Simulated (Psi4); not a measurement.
# PF3: frequency calculation (part 3 of 3)

Continued. System: PF3. Method: HF/def2-TZVPD, RHF (Psi4 1.11). The geometry comes from this level: GFN2-xTB.

Geometry of the input (Å):
```
P  -0.0046  0.0051  0.6423
F  1.3496  -0.0296  -0.2031
F  -0.6485  1.1803  -0.2282
F  -0.6965  -1.1558  -0.2109
```

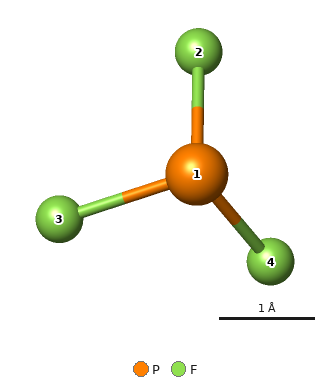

Fig. 1: The structure (ball-and-stick view, seen at a tilt; atoms are numbered from 1 in the order of the input).

## Log, continued
```
  Constant volume heat capacity, Cv
    Electronic Cv                            0.000 [cal/(mol K)]        0.000 [J/(mol K)]       0.00000000 [mEh/K]
    Translational Cv                         2.981 [cal/(mol K)]       12.472 [J/(mol K)]       0.00475022 [mEh/K]
    Rotational Cv                            2.981 [cal/(mol K)]       12.472 [J/(mol K)]       0.00475022 [mEh/K]
    Vibrational Cv                          11.709 [cal/(mol K)]       48.992 [J/(mol K)]       0.01866024 [mEh/K]
  Total Cv                                  17.671 [cal/(mol K)]       73.936 [J/(mol K)]       0.02816067 [mEh/K]
  Correction Cv                              0.000 [cal/(mol K)]        0.000 [J/(mol K)]       0.00000000 [mEh/K]

  Constant pressure heat capacity, Cp
    Electronic Cp                            0.000 [cal/(mol K)]        0.000 [J/(mol K)]       0.00000000 [mEh/K]
    Translational Cp                         4.968 [cal/(mol K)]       20.786 [J/(mol K)]       0.00791703 [mEh/K]
    Rotational Cp                            2.981 [cal/(mol K)]       12.472 [J/(mol K)]       0.00475022 [mEh/K]
    Vibrational Cp                          11.709 [cal/(mol K)]       48.992 [J/(mol K)]       0.01866024 [mEh/K]
  Total Cp                                  19.658 [cal/(mol K)]       82.250 [J/(mol K)]       0.03132748 [mEh/K]
  Correction Cp                              0.000 [cal/(mol K)]        0.000 [J/(mol K)]       0.00000000 [mEh/K]

  ==> Thermochemistry Energy Analysis <==

  Raw electronic energy, E_e
  Total E_e, Electronic energy at well bottom                                          -639.31289948 [Eh]

  Zero-point vibrational energy, ZPVE = Sum_i omega_i / 2,  E_0 = E_e + ZPVE
    Vibrational ZPVE                         6.033 [kcal/mol]       25.241 [kJ/mol]       0.00961378 [Eh]        2109.981 [cm^-1]
  Correction ZPVE to E_e                     6.033 [kcal/mol]       25.241 [kJ/mol]       0.00961378 [Eh]        2109.981 [cm^-1]
  Total E_0, Enthalpy at 0 [K]                                                         -639.30328570 [Eh]
  *** Absolute enthalpy, not an enthalpy of formation ***

  Thermal (internal) energy, E (includes ZPVE and finite-temperature corrections)
    Electronic contrib to E beyond E_e       0.000 [kcal/mol]        0.000 [kJ/mol]       0.00000000 [Eh]
    Translational contrib to E               0.889 [kcal/mol]        3.718 [kJ/mol]       0.00141628 [Eh]
    Rotational contrib to E                  0.889 [kcal/mol]        3.718 [kJ/mol]       0.00141628 [Eh]
    Vibrational contrib to E                 7.899 [kcal/mol]       33.050 [kJ/mol]       0.01258807 [Eh]
  Correction E                               9.677 [kcal/mol]       40.487 [kJ/mol]       0.01542063 [Eh]
  Total E, Thermal (internal) energy at  298.15 [K]                                    -639.29747886 [Eh]

  Enthalpy, H_trans = E_trans + k_B * T = E_trans + P * V
    Electronic contrib to H beyond E_e       0.000 [kcal/mol]        0.000 [kJ/mol]       0.00000000 [Eh]
    Translational contrib to H               1.481 [kcal/mol]        6.197 [kJ/mol]       0.00236046 [Eh]
    Rotational contrib to H                  0.889 [kcal/mol]        3.718 [kJ/mol]       0.00141628 [Eh]
    Vibrational contrib to H                 7.899 [kcal/mol]       33.050 [kJ/mol]       0.01258807 [Eh]
  Correction H                              10.269 [kcal/mol]       42.966 [kJ/mol]       0.01636481 [Eh]
  Total H, Enthalpy at  298.15 [K]                                                     -639.29653467 [Eh]
  *** Absolute enthalpy, not an enthalpy of formation ***

  Gibbs free energy, G = H - T * S
    Electronic contrib to G beyond E_e       0.000 [kcal/mol]        0.000 [kJ/mol]       0.00000000 [Eh]
    Translational contrib to G             -10.247 [kcal/mol]      -42.873 [kJ/mol]      -0.01632929 [Eh]
    Rotational contrib to G                 -5.780 [kcal/mol]      -24.185 [kJ/mol]      -0.00921142 [Eh]
    Vibrational contrib to G                 4.566 [kcal/mol]       19.106 [kJ/mol]       0.00727693 [Eh]
  Correction G                             -11.461 [kcal/mol]      -47.952 [kJ/mol]      -0.01826378 [Eh]
  Total G, Gibbs energy at  298.15 [K]                                                 -639.33116326 [Eh]
  *** Absolute Gibbs energy, not a free energy of formation ***
```

## Standard output
```
Warning: used thermodynamics relations inappropriate for low-frequency modes: ['122.0423' '162.2879' '162.7811' '403.5374' '403.7305' '540.9951']
E = -639.312899482
wavenumbers / cm^-1: [122.  162.3 162.8 403.5 403.7 541.  780.5 782.7 861.3]
ZPVE: 0.00961378 Eh
ENTHALPY: -639.29653467 Eh
GIBBS FREE ENERGY: -639.33116326 Eh
```

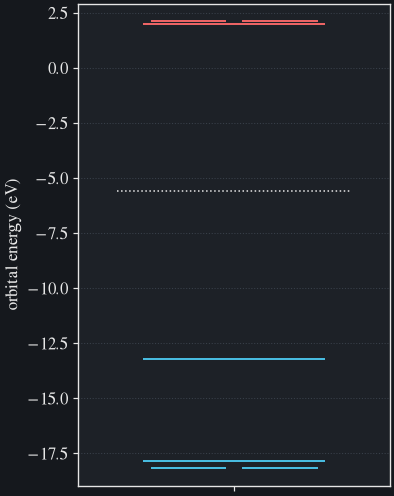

Fig. 2: Orbital energies near the frontier; the dotted line parts filled from empty levels, and levels within 0.02 eV of each other stand side by side. Highest filled −13.23 eV, lowest empty 2.00 eV, 15.23 eV apart.
